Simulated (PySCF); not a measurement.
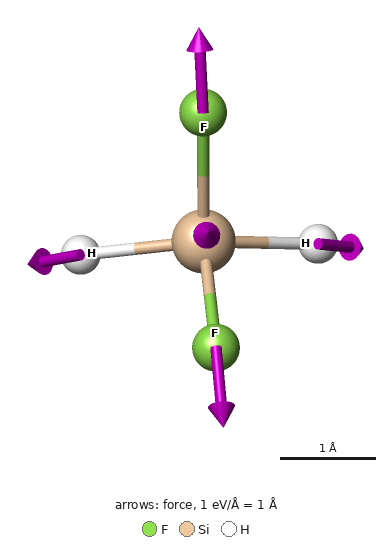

Starting geometry of SiH2F2 with the computed forces as purple arrows. Style: ball-and-stick. Shown face on.

The start comes from GFN2-xTB.

Method: PBE0-D3(BJ)/def2-SVP geometry optimisation, gas phase in PySCF. 

**What follows when this structure is relaxed?**

It isn't relaxed: the largest force vector, on F atoms, is 0.92 eV/Å. The atoms end up moving mostly along the starting forces (cosine between the two patterns 0.86). Over 3 geometry steps the energy falls by 0.085 eV. The largest moves after the best rigid fit, 0.055 Å, are those of F atoms. Largest moves by element: F 0.055 Å, Si 0.051 Å, H 0.035 Å. Some distances before and after: H–Si 1.443 → 1.480 Å, F–Si 1.594 → 1.612 Å. Among the angles between lasting bonds that change: H–Si–H 120.6° → 114.6°, F–Si–F 103.0° → 107.8°. Cost: 2.2 s on 1 thread of Intel(R) Xeon(R) 6975P-C, on a shared host.
